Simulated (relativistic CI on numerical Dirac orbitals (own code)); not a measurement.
```
atom Zr  Z=40  charge=3  electrons=37
nucleus A=90  rms_radius_fm=4.2694
hamiltonian dirac-coulomb  breit=on  qed=on  c_scale=1
orbitals kli  potential=per-configuration
slater_scale 0.8
correlation none
mixing on
configurations
  [Kr] 4d
  [He] 2s2 2p5 3s2 3p6 3d10 4s2 4p6 4d2
end
absorption L2,3 T=300 lorentz=2.4 gauss=0.5
crystal_field Td 10Dq=-12700
```

Multiplet model: relativistic Dirac–Coulomb–Breit theory, one configuration a step, Slater integrals scaled by 0.8, 300 K, Voigt broadening (Lorentzian 2.4 eV, Gaussian 0.5 eV full widths), computed with a radial Dirac CI code. Dichroism is for the ground state at zero temperature, magnetised by an exchange field of 10 meV on Sz (linear: z less the mean of x and y).

The L₂,₃ X-ray absorption spectrum that results:

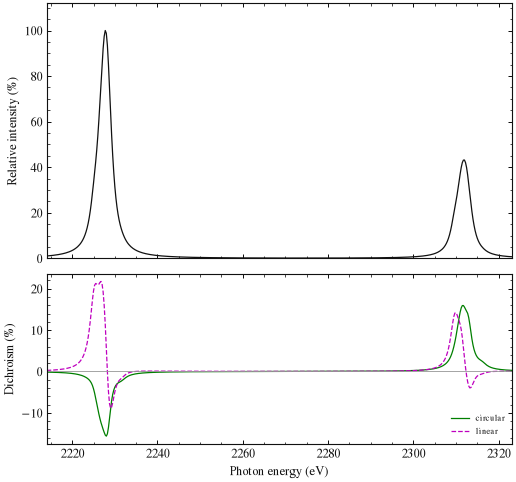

The main maxima lie at 2227.8 eV (100) and 2311.9 eV (43), heights in % of the largest; the centroid is at 2254.3 eV. The lower edge holds 0.68 of the intensity (branching ratio, edges parted at 2271 eV), and the core spin-orbit splitting of the orbitals is 87.6 eV. The ground state has S = 0.50. The circular dichroism (Δm = −1 less Δm = +1) is largest at 2311.8 eV, 16 % of the isotropic maximum; its integrals over the lower and upper edge are −0.034 and 0.039 of the sum over the three polarisations. The magnetised ground state has ⟨Lz⟩ = 0.14 and ⟨Sz⟩ = −0.50.

Limits of the model: free-ion energies, so absolute edge positions are off by a few eV from solids.
